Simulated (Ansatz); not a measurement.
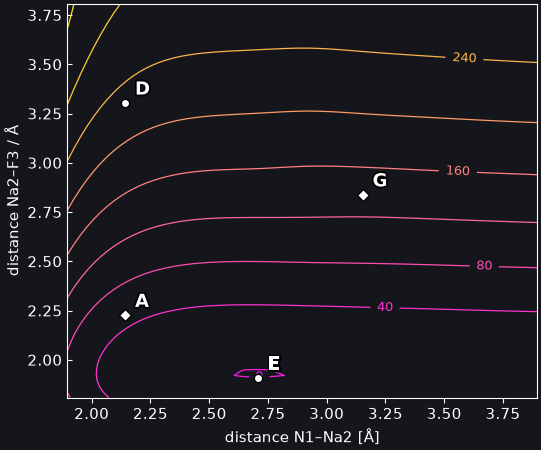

The system N + NaF, spin multiplicity 4. First axis: distance N1–Na2. Second axis: distance Na2–F3. Nothing is relaxed (the angle N1–Na2–F3 is fixed at 100 degrees). Grid: 11 × 11 points. Points are written as (first, second). Energies: kJ/mol, counted from the lowest grid point. The calculation used UKS BHLYP-D4/def2-SVPD in Ansatz 0.2.0.

The picture shows contour lines labelled in kJ/mol, lettered points. Between grid points the surface is interpolated.

### Is A the lowest point of the computed grid?

No. A lies 51 kJ/mol above the lowest grid point, which is at (2.708 Å, 1.908 Å).

### What kind of point is each of A, D, E, G: minimum, saddle, maximum or slope?

A: on a slope; D: on a slope; E: minimum; G: on a slope. (In these two coordinates alone; a stationary point may lie a little off the grid point.)
